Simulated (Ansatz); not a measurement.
Run report: Al$_{16}$HO, geometry relaxation (part 1 of 2)

The run: geometry relaxation of Al$_{16}$HO (slab, 18 atoms in the cell). Method and program: DFT PBE, scalar-relativistic, plane waves, PAW, PAW set soft_1, no spin polarisation (Ansatz 0.2.0).

The input holds or restrains some coordinates. Forces given for the steps count only the free coordinates. It belongs to a series of runs on one base structure; here: start relaxed.

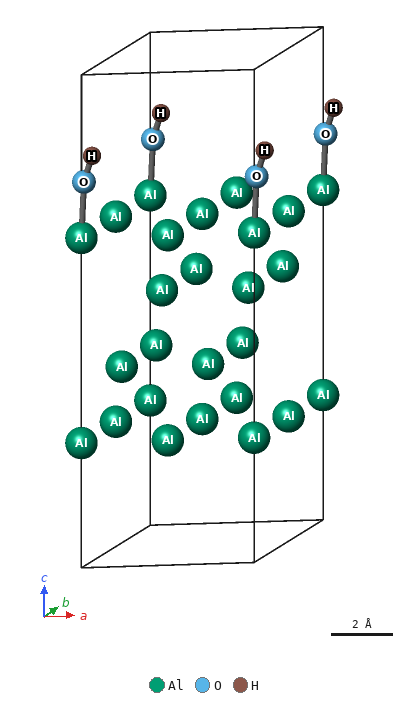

The input geometry (ball-and-stick view of the cell of the calculation, with the vacuum cut short, seen slightly off an axis). An atom can appear more than once, as a periodic image.

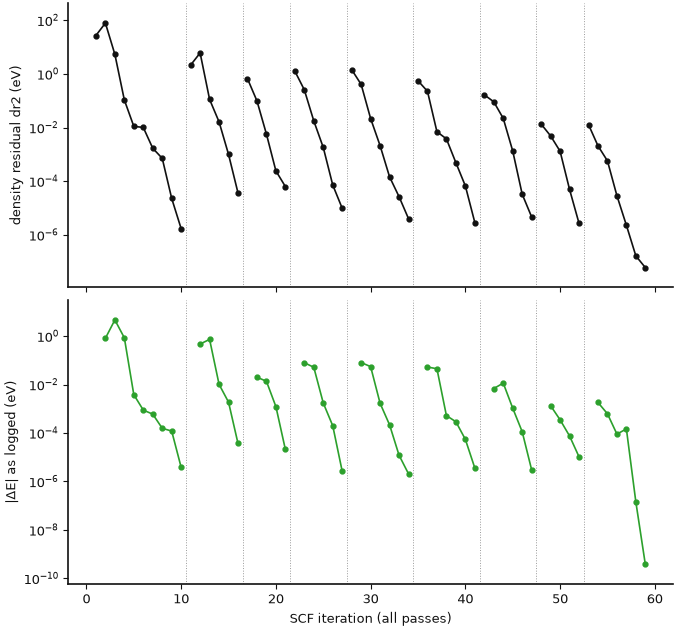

Convergence of the self-consistent field: density residual dr2 and size of the energy change against the SCF iteration. The dotted lines part the SCF passes of the relaxation: geometry steps, rejected trials and re-solves on a re-selected basis. The 9 passes take 5 to 10 iterations each, 59 in all.

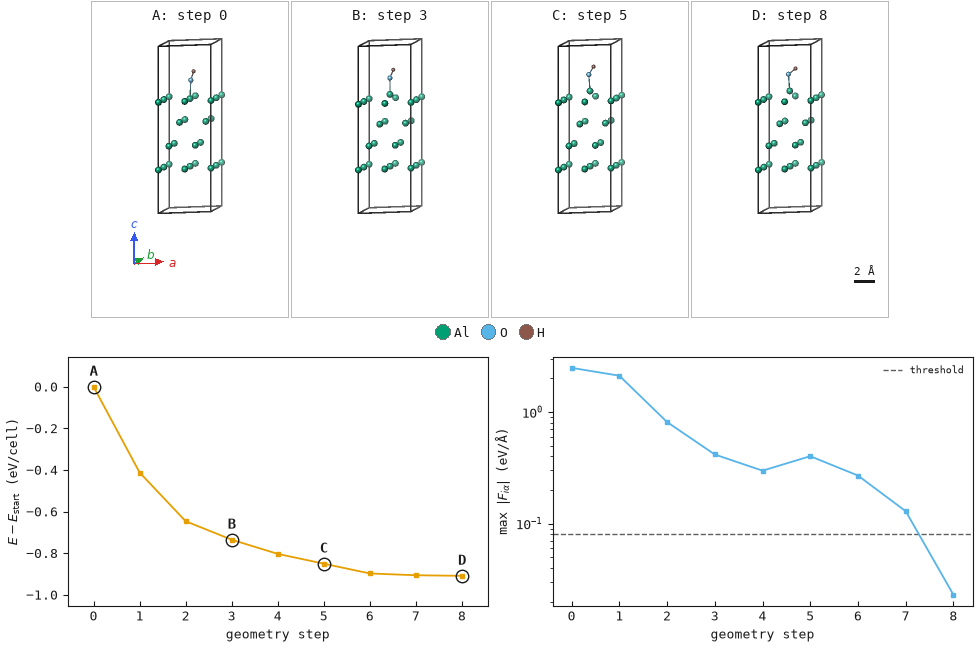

Frames of the restrained relaxation (ball-and-stick view of the cell of the calculation, with the vacuum cut short (origin shifted), seen slightly off an axis) above the curves, on which the letters mark them (the first geometry is step 0 here and step 1 in the log).

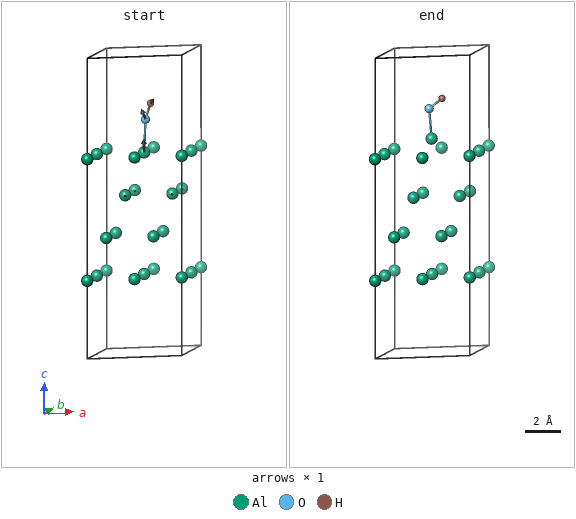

Before (left) and after (right) the restrained relaxation, at one scale (ball-and-stick view of the cell of the calculation, with the vacuum cut short (origin shifted), seen slightly off an axis). The black arrows give the displacements, at true length. The largest move is that of Al13, 0.79 Å. Largest moves by element: Al 0.79 Å, O 0.66 Å, H 0.36 Å. The lattice vectors keep their values. Distances before and after: Al13–O17 1.912 → 1.734 Å, O17–H18 0.977 → 0.967 Å. Among the angles that change: Al13–O17–H18 163.9° → 123.9°. Over 8 geometry steps the energy falls by 0.909 eV per cell of the calculation. Largest force component: 2.5 eV/Å at the start, 0.023 eV/Å at the end. (Atoms are counted from 1 in the order of the input.)

These pictures come from the run below.

**The input**
```yaml
crystal:
  lattice:
    - [5.727565, 0.0, 0.0]
    - [2.863782, 4.960217, 0.0]
    - [0.0, 0.0, 18.014806]
  atoms:
    - { symbol: Al, position: [0.0, 0.0, 0.0555099] }
    - { symbol: Al, position: [0.5, 0.0, 0.0555099] }
    - { symbol: Al, position: [0.0, 0.5, 0.0555099] }
    - { symbol: Al, position: [0.5, 0.5, 0.0555099] }
    - { symbol: Al, position: [0.1666667, 0.1666667, 0.1853069] }
    - { symbol: Al, position: [0.6666667, 0.1666667, 0.1853069] }
    - { symbol: Al, position: [0.1666667, 0.6666667, 0.1853069] }
    - { symbol: Al, position: [0.6666667, 0.6666667, 0.1853069] }
    - { symbol: Al, position: [-0.1666667, 0.3333333, 0.315104] }
    - { symbol: Al, position: [0.3333333, 0.3333333, 0.315104] }
    - { symbol: Al, position: [-0.1666667, 0.8333333, 0.315104] }
    - { symbol: Al, position: [0.3333333, 0.8333333, 0.315104] }
    - { symbol: Al, position: [0.0, 0.0, 0.444901] }
    - { symbol: Al, position: [0.5, 0.0, 0.444901] }
    - { symbol: Al, position: [0.0, 0.5, 0.444901] }
    - { symbol: Al, position: [0.5, 0.5, 0.444901] }
    - { symbol: O, position: [0.0135393, 0.00242, 0.5509249] }
    - { symbol: H, position: [0.0738499, -0.0316671, 0.6025491] }
basis:
  ecutwfc: 420.0
kpoints:
  mp_grid: { grid: [2, 2, 1] }
hamiltonian:
  xc: pbe
  pseudopotentials: { kind: paw, azcp: { folder: soft_1 } }
scf:
  occupations: { method: fermi_dirac, width: 0.15 }
  lower_state_search: "off"
relax:
  f_tol: 0.08
  max_steps: 25
  adjacent_minimum: "off"
  constraints: [{ sites: [0, 1, 2, 3] }]
```

Run as:
```bash
ansatz run input.yaml --threads 1 --pin off --max-ram 3072MiB --backend cpu --events-out ev --progress --plain --runs-dir out
```

**What the program printed**
```
band count auto-derived: 48 (N_el = 55.0; filled up to band 28; 46 by the electrons, moments and atoms)
Engine: ansatz 0.2.0, x86_64-unknown-linux-gnu
Pseudopotentials: kind: paw
Pseudopotential: Al, paw, valence charge 3, recommended cutoff 420 eV (normal), [file]
Pseudopotential: O, paw, valence charge 6, recommended cutoff 420 eV (normal), [file]
Pseudopotential: H, paw, valence charge 1, recommended cutoff 420 eV (normal), [file]
Functional definition: PBE
  parameter kappa = 0.804
  parameter beta = 0.06672455060314922
  exchange = pbe_x(kappa = kappa, mu = beta*pi^2/3)
  correlation = pbe_c(beta = beta)
Crystal: 18 atoms, lattice volume = 511.800 Å³
Basis set: ecut = 420 eV, 10105 PW (Γ), exchange–correlation on 80×80×250 points (8 copies of the dense FFT grid, shifted against one another)
Bands: 48, of which v1, the nominal top of the filled ones, is band 28 counted from 1 (27 counted from 0)
Symmetry: 1 space group operations
Space group: P1 (ITA 1), of the structure as read, at distance tolerance 8.0e-5 Å
k-points: 4
Non-local potential: Al, projectors of the file, l = 0: 2, l = 1: 2, l = 2: 1
Non-local potential: O, projectors of the file, l = 0: 2, l = 1: 2, l = 2: 1
Non-local potential: H, projectors of the file, l = 0: 2, l = 1: 1
PAW form: soft (Blöchl's): semilocal exchange-correlation on the pseudo side does not see the compensation charge
PAW one-centre angular grid: Al, 110 points (default); XC on 64 Gauss nodes
PAW one-centre angular grid: O, 110 points (default); XC on 64 Gauss nodes
PAW one-centre angular grid: H, 110 points (default); XC on 64 Gauss nodes
Initial density: superposition of atomic densities (neutral atoms: chi_scale 0, normalization atom)
Initial wavefunctions: pseudopotential atomic-orbital guess
Functional: x = pbe(κ = 0.804, μ = 0.2195149727645171), c = pbe(β = 0.06672455060314922)
SCF iter   1: F=—  HF=-9183.625323 eV  |F-HF|=—  |Δ(HF+E_count)|=         —  Δρ=4.25e-2  dr2=2.70e1  ethr=3.10e-3  ⟨swp⟩=10.2  Hψ=1183  notcnv=0
preconditioner: auto → LDOS  [metal: Δε(μ)=0.204 eV  Ē_g=7.239 eV  σ=0.150 eV  W_gap=0.32  n_scr=52 (ndim 8)  ℏωp=11.9 eV  f_vac=0.296  D(μ)=10.81/eV (n_scr^D=64)  β→1.0]
SCF iter   2: F=—  HF=-9184.439763 eV  |F-HF|=—  |Δ(HF+E_count)|=   8.14e-1  Δρ=9.77e-2  dr2=7.87e1  ethr=3.10e-3  ⟨swp⟩=9.8  Hψ=949  notcnv=0  defer=6  recentre
SCF iter   3: F=—  HF=-9179.783176 eV  |F-HF|=—  |Δ(HF+E_count)|=    4.66e0  Δρ=1.77e-2  dr2=5.37e0  ethr=3.10e-3  ⟨swp⟩=7.2  Hψ=700  notcnv=0  defer=1
SCF iter   4: F=—  HF=-9178.929680 eV  |F-HF|=—  |Δ(HF+E_count)|=   8.53e-1  Δρ=2.47e-3  dr2=1.07e-1  ethr=3.10e-3  ⟨swp⟩=6.2  Hψ=476  notcnv=0  defer=2
SCF iter   5: F=—  HF=-9178.925863 eV  |F-HF|=—  |Δ(HF+E_count)|=   3.82e-3  Δρ=8.63e-4  dr2=1.11e-2  ethr=1.95e-4  ⟨swp⟩=3.0  Hψ=297  notcnv=0  defer=2
SCF iter   6: F=—  HF=-9178.924979 eV  |F-HF|=—  |Δ(HF+E_count)|=   8.84e-4  Δρ=5.86e-4  dr2=1.01e-2  ethr=2.01e-5  ⟨swp⟩=2.0  Hψ=301  notcnv=0  defer=1
SCF iter   7: F=—  HF=-9178.924379 eV  |F-HF|=—  |Δ(HF+E_count)|=   6.00e-4  Δρ=3.02e-4  dr2=1.69e-3  ethr=1.84e-5  ⟨swp⟩=1.2  Hψ=192  notcnv=0  defer=1
SCF iter   8: F=—  HF=-9178.924222 eV  |F-HF|=—  |Δ(HF+E_count)|=   1.57e-4  Δρ=2.11e-4  dr2=7.14e-4  ethr=3.08e-6  ⟨swp⟩=1.8  Hψ=227  notcnv=0  defer=1
SCF iter   9: F=—  HF=-9178.924101 eV  |F-HF|=—  |Δ(HF+E_count)|=   1.20e-4  Δρ=4.72e-5  dr2=2.28e-5  ethr=1.30e-6  ⟨swp⟩=2.0  Hψ=229  notcnv=0  defer=1
SCF iter  10: F=-9178.924096 eV  HF=-9178.924097 eV  |F-HF|=1.28e-6  |Δ(HF+E_count)|=   3.79e-6  Δρ=9.37e-6  dr2=1.69e-6  ethr=4.15e-8  ⟨swp⟩=4.0  Hψ=553  notcnv=0
SCF 1 converged in 10 iterations: F = -9178.924096 eV  dr2 = 1.69e-6
  greatest PAW one-centre occupation: 0.856 electrons in one spin orbital (limit 2), on the O atom at site 16 (counted from 0), in its partial waves of l = 0
relax step   1: F+E_penalty+E_count = -9178.92409616 eV  Δ(F+E_penalty+E_count) = +0.000e0 eV  max|allowed force component| = 2.488e0 eV/Å  Δτ_max = 0.0000 Å  (10 SCF iters, dr2 threshold 1.00e-4 eV, accepted)
Initial density: handed on by an earlier stage of this run
Initial wavefunctions: those handed on with the density
SCF iter   1: F=—  HF=-9179.611194 eV  |F-HF|=—  |Δ(HF+E_count)|=         —  Δρ=7.23e-3  dr2=2.14e0  ethr=3.10e-3  ⟨swp⟩=6.8  Hψ=680  notcnv=0
preconditioner: auto → LDOS  [metal: Δε(μ)=0.164 eV  Ē_g=6.796 eV  σ=0.150 eV  W_gap=0.26  n_scr=52 (ndim 8)  ℏωp=11.9 eV  f_vac=0.332  D(μ)=7.41/eV (n_scr^D=38)  β→1.0]
SCF iter   2: F=—  HF=-9180.082162 eV  |F-HF|=—  |Δ(HF+E_count)|=   4.71e-1  Δρ=1.18e-2  dr2=6.05e0  ethr=3.10e-3  ⟨swp⟩=3.0  Hψ=444  notcnv=0  defer=1  recentre
SCF iter   3: F=—  HF=-9179.348359 eV  |F-HF|=—  |Δ(HF+E_count)|=   7.34e-1  Δρ=1.55e-3  dr2=1.12e-1  ethr=3.10e-3  ⟨swp⟩=3.0  Hψ=361  notcnv=0  defer=1
SCF iter   4: F=—  HF=-9179.338189 eV  |F-HF|=—  |Δ(HF+E_count)|=   1.02e-2  Δρ=5.84e-4  dr2=1.63e-2  ethr=2.03e-4  ⟨swp⟩=2.2  Hψ=297  notcnv=0  defer=1
SCF iter   5: F=—  HF=-9179.336304 eV  |F-HF|=—  |Δ(HF+E_count)|=   1.88e-3  Δρ=2.30e-4  dr2=1.00e-3  ethr=2.97e-5  ⟨swp⟩=1.5  Hψ=252  notcnv=0  defer=1
SCF iter   6: F=-9179.336246 eV  HF=-9179.336267 eV  |F-HF|=2.17e-5  |Δ(HF+E_count)|=   3.69e-5  Δρ=5.84e-5  dr2=3.64e-5  ethr=1.82e-7  ⟨swp⟩=3.5  Hψ=803  notcnv=0
SCF 2 converged in 6 iterations: F = -9179.336246 eV  dr2 = 3.64e-5
  greatest PAW one-centre occupation: 0.857 electrons in one spin orbital (limit 2), on the O atom at site 16 (counted from 0), in its partial waves of l = 0
relax step   2: F+E_penalty+E_count = -9179.33624551 eV  Δ(F+E_penalty+E_count) = -4.121e-1 eV  max|allowed force component| = 2.115e0 eV/Å  Δτ_max = 0.1914 Å  (6 SCF iters, dr2 threshold 1.00e-4 eV, accepted)
iter 1 solved again at ethr=1.21e-3 eV; its pass at ethr=3.10e-3 eV (dr2=6.66e-1 eV) is discarded
SCF iter   1: F=—  HF=-9179.605376 eV  |F-HF|=—  |Δ(HF+E_count)|=         —  Δρ=4.67e-3  dr2=6.63e-1  ethr=1.21e-3  ⟨swp⟩=1.0  Hψ=885  notcnv=0
preconditioner: auto → LDOS  [metal: Δε(μ)=0.236 eV  Ē_g=6.841 eV  σ=0.150 eV  W_gap=0.36  n_scr=52 (ndim 8)  ℏωp=11.9 eV  f_vac=0.328  D(μ)=8.38/eV (n_scr^D=50)  β→1.0]
SCF iter   2: F=—  HF=-9179.585295 eV  |F-HF|=—  |Δ(HF+E_count)|=   2.01e-2  Δρ=3.75e-3  dr2=9.84e-2  ethr=1.21e-3  ⟨swp⟩=2.0  Hψ=362  notcnv=0
SCF iter   3: F=—  HF=-9179.571591 eV  |F-HF|=—  |Δ(HF+E_count)|=   1.37e-2  Δρ=1.14e-3  dr2=5.72e-3  ethr=1.79e-4  ⟨swp⟩=2.0  Hψ=364  notcnv=0  defer=1
SCF iter   4: F=—  HF=-9179.570363 eV  |F-HF|=—  |Δ(HF+E_count)|=   1.23e-3  Δρ=1.14e-4  dr2=2.42e-4  ethr=1.04e-5  ⟨swp⟩=2.0  Hψ=295  notcnv=0  defer=1
SCF iter   5: F=-9179.570333 eV  HF=-9179.570384 eV  |F-HF|=5.06e-5  |Δ(HF+E_count)|=   2.09e-5  Δρ=4.96e-5  dr2=6.31e-5  ethr=1.82e-7  ⟨swp⟩=3.0  Hψ=694  notcnv=0
SCF 3 converged in 5 iterations: F = -9179.570333 eV  dr2 = 6.31e-5
  greatest PAW one-centre occupation: 0.860 electrons in one spin orbital (limit 2), on the O atom at site 16 (counted from 0), in its partial waves of l = 0
relax step   3: F+E_penalty+E_count = -9179.57033337 eV  Δ(F+E_penalty+E_count) = -2.341e-1 eV  max|allowed force component| = 8.132e-1 eV/Å  Δτ_max = 0.1945 Å  (5 SCF iters, dr2 threshold 1.00e-4 eV, accepted)
iter 1 solved again at ethr=2.32e-3 eV; its pass at ethr=3.10e-3 eV (dr2=1.28e0 eV) is discarded
SCF iter   1: F=—  HF=-9179.792686 eV  |F-HF|=—  |Δ(HF+E_count)|=         —  Δρ=1.19e-2  dr2=1.27e0  ethr=2.32e-3  ⟨swp⟩=1.0  Hψ=967  notcnv=0  defer=1
preconditioner: auto → LDOS  [metal: Δε(μ)=0.256 eV  Ē_g=6.839 eV  σ=0.150 eV  W_gap=0.40  n_scr=52 (ndim 8)  ℏωp=11.9 eV  f_vac=0.323  D(μ)=8.61/eV (n_scr^D=52)  β→1.0]
SCF iter   2: F=—  HF=-9179.712832 eV  |F-HF|=—  |Δ(HF+E_count)|=   7.99e-2  Δρ=5.21e-3  dr2=2.55e-1  ethr=2.31e-3  ⟨swp⟩=4.0  Hψ=404  notcnv=0  defer=1
SCF iter   3: F=—  HF=-9179.661104 eV  |F-HF|=—  |Δ(HF+E_count)|=   5.17e-2  Δρ=1.07e-3  dr2=1.77e-2  ethr=4.64e-4  ⟨swp⟩=2.0  Hψ=405  notcnv=0  defer=1
SCF iter   4: F=—  HF=-9179.659372 eV  |F-HF|=—  |Δ(HF+E_count)|=   1.73e-3  Δρ=2.75e-4  dr2=1.81e-3  ethr=3.21e-5  ⟨swp⟩=2.0  Hψ=285  notcnv=0  defer=1
SCF iter   5: F=—  HF=-9179.659172 eV  |F-HF|=—  |Δ(HF+E_count)|=   2.00e-4  Δρ=9.65e-5  dr2=7.23e-5  ethr=3.30e-6  ⟨swp⟩=3.0  Hψ=282  notcnv=0  defer=1
SCF iter   6: F=-9179.659163 eV  HF=-9179.659169 eV  |F-HF|=6.05e-6  |Δ(HF+E_count)|=   2.63e-6  Δρ=2.70e-5  dr2=9.78e-6  ethr=1.31e-7  ⟨swp⟩=4.8  Hψ=553  notcnv=0
SCF 4 converged in 6 iterations: F = -9179.659163 eV  dr2 = 9.78e-6
  greatest PAW one-centre occupation: 0.859 electrons in one spin orbital (limit 2), on the O atom at site 16 (counted from 0), in its partial waves of l = 0
relax step   4: F+E_penalty+E_count = -9179.65916326 eV  Δ(F+E_penalty+E_count) = -8.883e-2 eV  max|allowed force component| = 4.162e-1 eV/Å  Δτ_max = 0.1948 Å  (6 SCF iters, dr2 threshold 9.78e-5 eV, accepted)
iter 1 solved again at ethr=2.63e-3 eV; its pass at ethr=3.10e-3 eV (dr2=1.44e0 eV) is discarded
SCF iter   1: F=—  HF=-9179.865201 eV  |F-HF|=—  |Δ(HF+E_count)|=         —  Δρ=1.16e-2  dr2=1.44e0  ethr=2.63e-3  ⟨swp⟩=1.0  Hψ=946  notcnv=0
preconditioner: auto → LDOS  [metal: Δε(μ)=0.210 eV  Ē_g=6.800 eV  σ=0.150 eV  W_gap=0.32  n_scr=52 (ndim 8)  ℏωp=11.9 eV  f_vac=0.315  D(μ)=7.99/eV (n_scr^D=50)  β→1.0]
SCF iter   2: F=—  HF=-9179.784297 eV  |F-HF|=—  |Δ(HF+E_count)|=   8.09e-2  Δρ=5.02e-3  dr2=4.06e-1  ethr=2.62e-3  ⟨swp⟩=3.8  Hψ=408  notcnv=0
SCF iter   3: F=—  HF=-9179.729151 eV  |F-HF|=—  |Δ(HF+E_count)|=   5.51e-2  Δρ=9.78e-4  dr2=2.16e-2  ethr=7.38e-4  ⟨swp⟩=2.0  Hψ=396  notcnv=0  defer=1
SCF iter   4: F=—  HF=-9179.727474 eV  |F-HF|=—  |Δ(HF+E_count)|=   1.68e-3  Δρ=3.02e-4  dr2=2.11e-3  ethr=3.93e-5  ⟨swp⟩=2.2  Hψ=280  notcnv=0  defer=1
SCF iter   5: F=—  HF=-9179.727257 eV  |F-HF|=—  |Δ(HF+E_count)|=   2.17e-4  Δρ=1.22e-4  dr2=1.45e-4  ethr=3.84e-6  ⟨swp⟩=2.0  Hψ=224  notcnv=0  defer=1
SCF iter   6: F=—  HF=-9179.727245 eV  |F-HF|=—  |Δ(HF+E_count)|=   1.21e-5  Δρ=3.43e-5  dr2=2.65e-5  ethr=2.64e-7  ⟨swp⟩=2.0  Hψ=325  notcnv=0  defer=1
SCF iter   7: F=-9179.727239 eV  HF=-9179.727243 eV  |F-HF|=3.57e-6  |Δ(HF+E_count)|=   2.06e-6  Δρ=1.12e-5  dr2=4.01e-6  ethr=4.66e-8  ⟨swp⟩=4.0  Hψ=550  notcnv=0
SCF 5 converged in 7 iterations: F = -9179.727239 eV  dr2 = 4.01e-6
relax step   5: F+E_penalty+E_count = -9179.72723898 eV  Δ(F+E_penalty+E_count) = -6.808e-2 eV  max|allowed force component| = 2.981e-1 eV/Å  Δτ_max = 0.1954 Å  (7 SCF iters, dr2 threshold 2.56e-5 eV, accepted)
iter 1 solved again at ethr=1.01e-3 eV; its pass at ethr=3.10e-3 eV (dr2=5.57e-1 eV) is discarded
```
